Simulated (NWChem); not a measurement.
# C3H6F2 (1,3-difluoropropane) at 4 levels

Wanted: a comparison of 4 runs (B3LYP/6-31++G**, B3LYP/6-31+G*, B3LYP/6-31G*, B3LYP/6-311+G**) of C3H6F2 (1,3-difluoropropane). 

The calculation is run with NWChem 7.3.0.

## 1. The molecule

C3H6F2: 11 atoms, total charge 0, spin state singlet. SMILES: `FCCCF`. The coordinates come from a PBE0-D4/def2-TZVP relaxation. This is one conformer, not always the lowest.

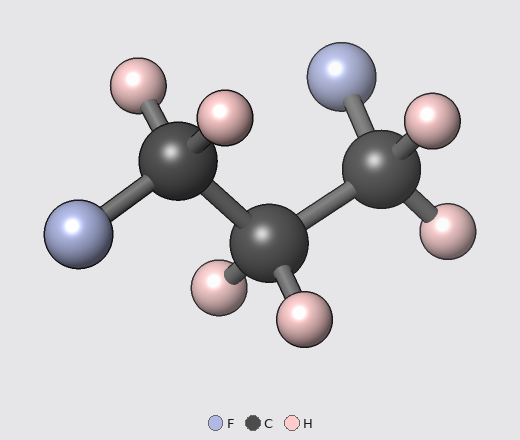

Viewed from a chosen angle; fluorine light blue, carbon dark grey, hydrogen pink.

## 2. Energy and gradient at B3LYP/6-31++G(d,p) (spherical functions) (run 1)

Input file c3h6f2.xyz:

```xyz
11
C3H6F2
F     -1.964400     1.432700    -0.107100
C     -0.715300     1.000700     0.300600
C     -0.375000    -0.298800    -0.387800
C      0.967500    -0.838200     0.034700
F      1.975600     0.040200    -0.331200
H     -0.744500     0.875300     1.388600
H      0.008000     1.781800     0.054100
H     -0.388200    -0.154300    -1.471600
H     -1.138100    -1.046200    -0.147100
H      1.026200    -0.968100     1.120800
H      1.173400    -1.798000    -0.445900
```

Input file c3h6f2.nw:

```
start c3h6f2
title "C3H6F2"
memory total 2200 mb
geometry units angstrom noautosym nocenter noautoz
 load format xyz c3h6f2.xyz
end
basis spherical bse
 * library 6-31++G**
end
dft
 xc b3lyp
 grid fine
 convergence energy 1e-08
 iterations 100
 mulliken
 print low
end
task dft gradient
```

Command:

```console
$ nwchem c3h6f2.nw > c3h6f2.out
```

Standard output:

```text
[...]
 d= 0,ls=0.0,diis     1   -317.5334266183 -5.02D+02  1.05D-02  8.41D-01     7.8
[...]
 d= 0,ls=0.0,diis    10   -317.6293903871 -6.50D-10  1.04D-07  2.12D-10    69.4
         Total DFT energy =     -317.629390387082
      One electron energy =     -802.408232811411
           Coulomb energy =      339.749468517308
    Exchange-Corr. energy =      -39.474168373120
 Nuclear repulsion energy =      184.503542280142
[...]
                         DFT ENERGY GRADIENTS
    atom               coordinates                        gradient
                 x          y          z           x          y          z
   1 F      -3.712178   2.707410  -0.202390    0.013297  -0.004976   0.003941
   2 C      -1.351721   1.891049   0.568052   -0.010775  -0.000577  -0.006099
   3 C      -0.708647  -0.564650  -0.732836    0.003245   0.002328   0.003619
   4 C       1.828310  -1.583968   0.065573    0.005072   0.010972  -0.004659
   5 F       3.733343   0.075967  -0.625877   -0.011116  -0.008822   0.003573
   6 H      -1.406901   1.654077   2.624074    0.000452  -0.000299  -0.001473
   7 H       0.015118   3.367114   0.102234   -0.000325  -0.001451   0.000234
   8 H      -0.733592  -0.291585  -2.780921    0.000220  -0.000081   0.001844
   9 H      -2.150697  -1.977031  -0.277979    0.001396   0.001356  -0.000146
  10 H       1.939237  -1.829444   2.118005   -0.000682   0.000190  -0.001457
  11 H       2.217404  -3.397727  -0.842629   -0.000785   0.001361   0.000623
[...]
```

Run time: 87 s. Hardware: 1 thread of Intel Xeon Platinum 8375C at 2.90GHz (Ice Lake), shared host; peak memory 0.12 GiB.

## 3. Energy and gradient at B3LYP/6-31+G(d) (spherical functions) (run 2)

Input file c3h6f2.nw:

```
start c3h6f2
memory 2200 mb
charge 0
geometry units au noautosym nocenter noautoz
  F     -3.71217800     2.70741062    -0.20238967
  C     -1.35172110     1.89104893     0.56805167
  C     -0.70864730    -0.56465017    -0.73283579
  C      1.82831003    -1.58396844     0.06557350
  F      3.73334293     0.07596699    -0.62587729
  H     -1.40690110     1.65407728     2.62407370
  H      0.01511781     3.36711401     0.10223418
  H     -0.73359168    -0.29158474    -2.78092096
  H     -2.15069730    -1.97703147    -0.27797871
  H      1.93923695    -1.82944386     2.11800504
  H      2.21740463    -3.39772757    -0.84262888
end
basis spherical bse
  * library 6-31+G*
end
dft
  xc b3lyp
  grid fine
  convergence energy 1e-08
  maxiter 100
  mulliken
  print low
end
task dft gradient
```

Command:

```console
$ nwchem c3h6f2.nw > c3h6f2.out
```

Standard output:

```text
[...]
 d= 0,ls=0.0,diis     1   -317.5229618291 -5.02D+02  1.26D-02  8.52D-01     4.6
[...]
 d= 0,ls=0.0,diis    10   -317.6214004739 -6.61D-10  1.17D-07  1.75D-10    34.7
         Total DFT energy =     -317.621400473874
      One electron energy =     -802.399755168220
           Coulomb energy =      339.747420790128
    Exchange-Corr. energy =      -39.472595093216
 Nuclear repulsion energy =      184.503528997434
[...]
                         DFT ENERGY GRADIENTS
    atom               coordinates                        gradient
                 x          y          z           x          y          z
   1 F      -3.712178   2.707411  -0.202390    0.012981  -0.005033   0.003729
   2 C      -1.351721   1.891049   0.568052   -0.010917  -0.000375  -0.005982
   3 C      -0.708647  -0.564650  -0.732836    0.003101   0.002141   0.003406
   4 C       1.828310  -1.583968   0.065574    0.005036   0.010713  -0.004702
   5 F       3.733343   0.075967  -0.625877   -0.010988  -0.008454   0.003429
   6 H      -1.406901   1.654077   2.624074    0.000715  -0.000423  -0.001603
   7 H       0.015118   3.367114   0.102234   -0.000142  -0.001747   0.000318
   8 H      -0.733592  -0.291585  -2.780921    0.000269  -0.000147   0.002421
   9 H      -2.150697  -1.977031  -0.277979    0.001856   0.001770  -0.000220
  10 H       1.939237  -1.829444   2.118005   -0.000892   0.000133  -0.001577
  11 H       2.217405  -3.397728  -0.842629   -0.001018   0.001423   0.000782
[...]
```

Wall time 42 s (1 thread of Intel Xeon Platinum 8375C at 2.90GHz (Ice Lake), shared host); peak memory 0.12 GiB.

Run 3 isn't shown in full; the table further down has it.

## 4. Energy and forces at B3LYP/6-311+G(d,p) (run 4)

Input file calc.nw:

```
start calc
memory total 2200 mb
geometry units angstrom noautosym nocenter noautoz
F    -1.964400    1.432700   -0.107100
C    -0.715300    1.000700    0.300600
C    -0.375000   -0.298800   -0.387800
C     0.967500   -0.838200    0.034700
F     1.975600    0.040200   -0.331200
H    -0.744500    0.875300    1.388600
H     0.008000    1.781800    0.054100
H    -0.388200   -0.154300   -1.471600
H    -1.138100   -1.046200   -0.147100
H     1.026200   -0.968100    1.120800
H     1.173400   -1.798000   -0.445900
end
basis spherical bse
F library 6-311+G**
C library 6-311+G**
H library 6-311+G**
end
dft
xc b3lyp
grid fine
convergence energy 1e-08
maxiter 100
mulliken
noprint "final vectors analysis"
end
task dft gradient
```

Command:

```console
$ nwchem calc.nw > calc.out
```

Standard output:

```text
[...]
          Wavefunction type:  closed shell.
          No. of atoms     :    11
          No. of electrons :    42
[...]
          Charge           :     0
          Spin multiplicity:     1
[...]
          AO basis - number of functions:   146
[...]
              XC Information
              --------------
                         B3LYP Method XC Potential
                     Hartree-Fock (Exact) Exchange  0.200
                        Slater Exchange Functional  0.800 local
                    Becke 1988 Exchange Functional  0.720 non-local
              Lee-Yang-Parr Correlation Functional  0.810
                  VWN I RPA Correlation Functional  0.190 local
[...]
 d= 0,ls=0.0,diis     1   -317.6058793024 -5.02D+02  8.21D-03  1.21D+00     7.7
[...]
 d= 0,ls=0.0,diis    10   -317.7117095752 -1.02D-09  9.57D-08  5.22D-10    66.0
         Total DFT energy =     -317.711709575234
      One electron energy =     -802.694623424880
           Coulomb energy =      339.995888733187
    Exchange-Corr. energy =      -39.516517163683
 Nuclear repulsion energy =      184.503542280142
[...]
  wavefunction    = closed shell
[...]
```

Wall time 86 s (1 thread of Intel Xeon Platinum 8375C at 2.90GHz (Ice Lake), shared host); peak memory 0.13 GiB.

## 5. Overview of the runs

| run | level | energy (Eh) | largest force (eV/Å) | wall time |
| --- | --- | --- | --- | --- |
| 1 | B3LYP/6-31++G** (spherical functions) | -317.629390 | 0.758 | 87 s |
| 2 | B3LYP/6-31+G* (spherical functions) | -317.621400 | 0.741 | 42 s |
| 3 | B3LYP/6-31G* (spherical functions) | -317.590972 | 0.373 | 32 s |
| 4 | B3LYP/6-311+G** | -317.711710 | 0.632 | 86 s |

## 6. Results

| quantity | value |
| --- | --- |
| run 4: total energy | -317.71171 Eh |
| run 4: dipole moment | 2.13 D |
| run 4: largest force on an atom | 0.632 eV/Å |

In words: Over the runs the total energy spans 3.285 eV. All runs together took 4.1 min, the longest 87 s.
